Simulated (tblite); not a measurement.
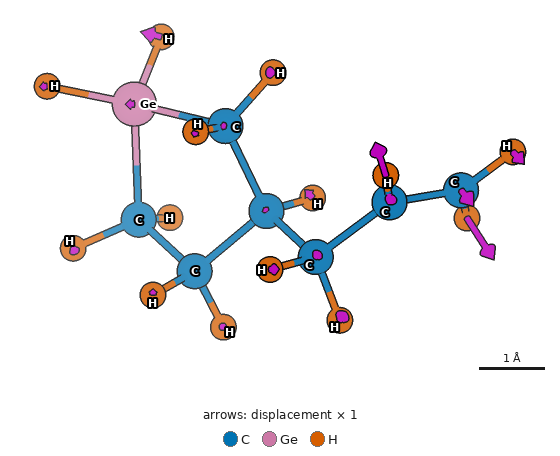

A relaxation of C7H14Ge. The starting structure is drawn; purple arrows show the displacements, at their true length. The two geometries are superimposed by the best rigid fit.

Style: ball-and-stick. Shown at a tilt.

Theory: GFN2-xTB geometry optimisation, gas phase (tblite). 

Question: Atoms of which element are displaced furthest, and by how much?

Answer: Hydrogen: up to 0.98 Å, against 0.40 Å for carbon.

Question: Describe the change and its energy.

Answer: The energy falls by 29.4 kJ/mol in 128 geometry steps. The atom that moves furthest after the best rigid fit is an H atom (0.98 Å). Largest moves by element: H 0.98 Å, C 0.40 Å, Ge 0.16 Å. Near-neighbour distances that change, for instance: C–Ge 1.931 → 1.982 Å, Ge–H 1.557 → 1.506 Å, C–H 1.118 → 1.093 Å, C–C 1.555 → 1.532 Å. Among the angles between lasting bonds that change: H–Ge–H 115.7° → 106.2°, Ge–C–H 110.0° → 114.2°, Ge–C–H 111.4° → 114.9°. Groups turn about C–C by about 40°.
